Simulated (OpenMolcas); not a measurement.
**GeH3O2F (SMILES [OH][GeH]([OH])[F]) at 6 levels**

Wanted: a comparison of 6 runs (B3LYP/6-31G*, B2PLYP/def2-SVP, BHLYP/def2-SVP, M06-2X/def2-SVP, M06-L/def2-SVP, SVWN5/def2-SVP) of GeH3O2F. 

The results are computed with OpenMolcas 26.06.

## Step 1: The system as given

The species is GeH3O2F (7 atoms), meant as a singlet with charge 0. SMILES: `[OH][GeH]([OH])[F]`. The Ge2–F4 distance was set to 3.124 Å, away from the relaxed value. At this shape a bond of the SMILES string is far longer than usual.

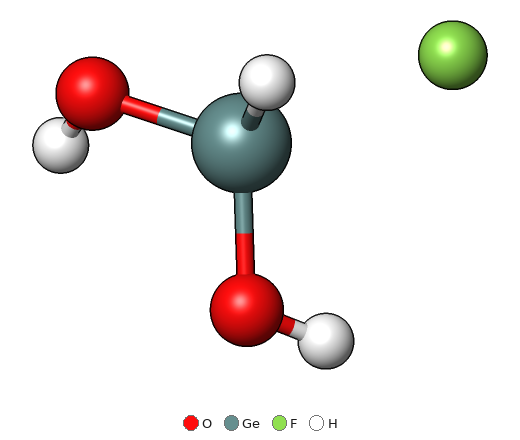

The structure, seen from a chosen angle (oxygen red, germanium teal, fluorine green, hydrogen white).

## Step 2: A single-point energy at B3LYP/6-31G(d) (spherical functions) (run 1)

The input, test.inp:

```
* FGeH3O2 Kohn-Sham DFT
>>> EXPORT MOLCAS_PRINT=2

&GATEWAY
  BasLib = $CurrDir
  Coord
  7
  bohr
  O      1.07595336     4.05628201    -1.14126608
  Ge     1.53969215     1.85078265     1.29969316
  O      4.61181992     0.66176697     1.06385534
  F     -2.38162183    -2.42735321     0.21391700
  H     -0.54221912     3.87014399    -1.94364379
  H      1.11658248     2.81945626     3.97384460
  H      5.15265953     0.44879484    -0.65711824
  Basis = 6-31Gs
  Group = NoSym

&SEWARD
  GridInput
  Grid=UltraFine
  End of Grid

&SCF
  KSDFT = B3LYP
  Thresholds = 1e-10 1e-07 1e-07 1e-05
  PrOrbitals = 1 2
```

The basis set 6-31G* is read from a file made from the Basis Set Exchange's data (not shown).

Run with:

```console
$ export MOLCAS_MEM=1860
$ pymolcas test.inp > test.log
```

The program printed:

```text
--- Start Module: gateway ---
[...]
--- Stop Module: gateway /rc=_RC_ALL_IS_WELL_ ---
--- Start Module: seward ---
[...]
      Basis functions           80
--- Stop Module: seward /rc=_RC_ALL_IS_WELL_ ---
[...]
--- Start Module: scf ---
[...]
       Convergence after  23 Iterations
[...]
::    Total KS-DFT energy                           -2328.7461237775
[...]
      Total spin, S                                     0.0000000000
[...]
      Total electronic charge=   60.000000
      Total            charge=   -0.000000
[...]
      Dipole Moment (debye):
      Origin of the operator (angstrom)=    0.6838    0.7171    0.4148
                   X=  2.7651E+00               Y=  4.3575E+00               Z= -1.3084E-01           Total=  5.1625E+00
      Quadrupole Moment (debye*angstrom):
[...]
--- Stop Module: scf /rc=_RC_ALL_IS_WELL_ ---
[...]
```

Run time: 19 s. Hardware: 1 thread of Intel Xeon 6975P-C (Granite Rapids), shared host; peak memory 0.45 GiB.

## Step 3: A single-point energy at B2PLYP/def2-SVP (run 2)

The input, run.inp:

```
* FGeH3O2 Kohn-Sham DFT
>>> EXPORT MOLCAS_PRINT=2

&GATEWAY
  BasLib=$CurrDir
  Coord
  7
  angstrom
  O        0.569370       2.146492      -0.603932
  Ge       0.814770       0.979392       0.687768
  O        2.440470       0.350192       0.562968
  F       -1.260300      -1.284500       0.113200
  H       -0.286930       2.047992      -1.028532
  H        0.590870       1.491992       2.102868
  H        2.726670       0.237492      -0.347732
  Basis=def2-SVP
  Group=NoSym

&SEWARD
  GridInput
  Grid=UltraFine
  End of Grid

&SCF
  KSDFT=B2PLYP_SCF
  Thresholds=1e-10 1e-07 1e-07 1e-05
  PrOrbitals=1

&MBPT2
  Frozen=12
```

The basis set def2-SVP is read from a file made from the Basis Set Exchange's data (not shown).

Run with:

```console
$ export MOLCAS_MEM=1860
$ pymolcas run.inp > run.log
```

The program printed:

```text
--- Start Module: gateway ---
[...]
--- Stop Module: gateway /rc=_RC_ALL_IS_WELL_ ---
[...]
      Basis functions           89
[...]
--- Start Module: scf ---
[...]
       Convergence after  18 Iterations
[...]
::    Total KS-DFT energy                           -2327.6993834830
[...]
      Total spin, S                                     0.0000000000
[...]
      Total electronic charge=   60.000000
      Total            charge=   -0.000000
[...]
      Dipole Moment (debye):
      Origin of the operator (angstrom)=    0.6838    0.7171    0.4148
                   X=  3.3845E+00               Y=  5.1627E+00               Z=  1.4255E-01           Total=  6.1748E+00
      Quadrupole Moment (debye*angstrom):
[...]
--- Stop Module: scf /rc=_RC_ALL_IS_WELL_ ---
[...]
--- Start Module: mbpt2 ---
[...]
 ###    WARNING: MP2 implementation intended for RHF references only         ###
 ###############################################################################
MBPT2 WARNING: Reference function according to RunFile:KS-DFT
I'll assume you know what you're doing and continue
WARNING!
Default frozen orbitals as non valence orbitals is overwritten by user input.
Default values:  17
[...]
       Reference weight ( Cref**2 )         =        0.69235
::    Total MBPT2 energy                            -2328.7212295949
[...]
      Total MBPT2 calculations                           0.24      0.28
--- Stop Module: mbpt2 /rc=_RC_ALL_IS_WELL_ ---
[...]
```

It took 17 s on 1 thread of Intel Xeon 6975P-C (Granite Rapids), shared host; peak memory 0.49 GiB.

Runs 3 to 5 aren't shown in full; the table further down has their settings and results.

## Step 4: A single-point energy at SVWN5/def2-SVP (run 6)

The input, job.inp:

```
&GATEWAY
BASLIB=$CurrDir
COORD
7
angstrom
O        0.569370       2.146492      -0.603932
Ge       0.814770       0.979392       0.687768
O        2.440470       0.350192       0.562968
F       -1.260300      -1.284500       0.113200
H       -0.286930       2.047992      -1.028532
H        0.590870       1.491992       2.102868
H        2.726670       0.237492      -0.347732
BASIS=def2-SVP
GROUP=NoSym
&SEWARD
GRIDINPUT
Grid=UltraFine
End of Grid
&SCF
KSDFT=SVWN5
THRESHOLDS=1e-10 1e-07 1e-07 1e-05
PRORBITALS=1 2
```

The basis set def2-SVP is read from a file made from the Basis Set Exchange's data (not shown).

Run with:

```console
$ export MOLCAS_MEM=1860
$ pymolcas job.inp > job.log
```

The program printed:

```text
--- Start Module: gateway ---
[...]
--- Stop Module: gateway /rc=_RC_ALL_IS_WELL_ ---
--- Start Module: seward ---
[...]
      Basis functions           89
--- Stop Module: seward /rc=_RC_ALL_IS_WELL_ ---
[...]
--- Start Module: scf ---
[...]
       Convergence after  29 Iterations
[...]
::    Total KS-DFT energy                           -2323.6936260596
[...]
      Total spin, S                                     0.0000000000
[...]
      Total electronic charge=   60.000000
      Total            charge=   -0.000000
[...]
      Dipole Moment (debye):
      Origin of the operator (angstrom)=    0.6838    0.7171    0.4148
                   X=  2.7912E+00               Y=  4.2578E+00               Z= -2.6665E-01           Total=  5.0982E+00
      Quadrupole Moment (debye*angstrom):
[...]
--- Stop Module: scf /rc=_RC_ALL_IS_WELL_ ---
[...]
```

It took 17 s on 1 thread of Intel Xeon 6975P-C (Granite Rapids), shared host; peak memory 0.49 GiB.

## Step 5: The series

| run | level | frozen core orbitals | energy (Eh) | dipole moment (D) | HOMO energy (eV) | LUMO energy (eV) | wall time |
| --- | --- | --- | --- | --- | --- | --- | --- |
| 1 | B3LYP/6-31G* (spherical functions) | – | -2328.746124 | 5.16 | -6.68 | -4.11 | 19 s |
| 2 | B2PLYP/def2-SVP | 12 | -2327.975282 | 6.17 | -8.16 | -2.99 | 17 s |
| 3 | BHLYP/def2-SVP | – | -2328.398237 | 6.12 | -8.25 | -3.31 | 17 s |
| 4 | M06-2X/def2-SVP | – | -2328.449950 | 6.13 | -8.20 | -2.99 | 23 s |
| 5 | M06-L/def2-SVP | – | -2328.476895 | 5.33 | -5.58 | -4.51 | 27 s |
| 6 | SVWN5/def2-SVP | – | -2323.693626 | 5.10 | -5.16 | -4.71 | 17 s |

## Step 6: What came out

| quantity | value |
| --- | --- |
| run 6: total energy | -2323.69363 Eh |
| run 6: dipole moment | 5.10 D |
| run 6: HOMO energy | -5.16 eV |
| run 6: LUMO energy | -4.71 eV |
| run 6: HOMO–LUMO gap | 0.45 eV |

In words: The dipole moment (its size) runs from 5.10 D (SVWN5/def2-SVP) to 6.17 D (B2PLYP/def2-SVP). A double hybrid's value is that of its SCF part. The HOMO–LUMO gap runs from 0.45 eV (SVWN5/def2-SVP) to 5.21 eV (M06-2X/def2-SVP). For B2PLYP the log adds the whole second-order term; the table takes 0.27 of it, as the functional is defined. Totals of different functionals can't be ranked against each other. In runs 1, 2, 3, 4, 5, 6 a closed-shell determinant meets a far-stretched bond, which it describes badly. All runs together took 2 min, the longest 27 s.
